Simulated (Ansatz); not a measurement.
Cost and result by functional for the surface energy of the (111) surface of bcc V in its 1x1 cell, outermost plane spacing 0.87 Å in the ideal cut, in Ansatz (plane waves, PAW). Single points on the PBE structure, on one kind of machine; costs are rough ratios of the slab run's core time (references not counted) to the cheapest single point. r2SCAN's cost holds its higher cutoff (500 against 420 eV). Differences are taken against r2SCAN for comparison alone: no measured value is at hand, so the table doesn't rank accuracy.

Set-up: 13 atoms, 10.4 Å thick at the start (thin: gaps and levels are the slab's own); mesh 10x10x1; 0.1 eV smearing; dipole correction on; all atoms relaxed; held to the start's symmetry, so lower structures may exist; no spin, no spin-orbit, no U. These notes are the PBE run's.

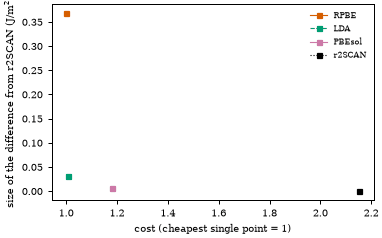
Figure: Difference from r2SCAN against cost

```csv
functional,relative cost,surface energy (J/m²),less r2SCAN (J/m²)
RPBE,1,2.57,-0.37
LDA,1,2.97,0.03
PBEsol,1,2.93,-0.01
r2SCAN,2,2.94,0.00
PBE (the relaxed run's value),–,2.71,-0.22
```

The values span 0.40 J/m², while the single points' costs differ by a factor of roughly 2. Differences are of unrounded values.

Ansatz is a first-principles code.
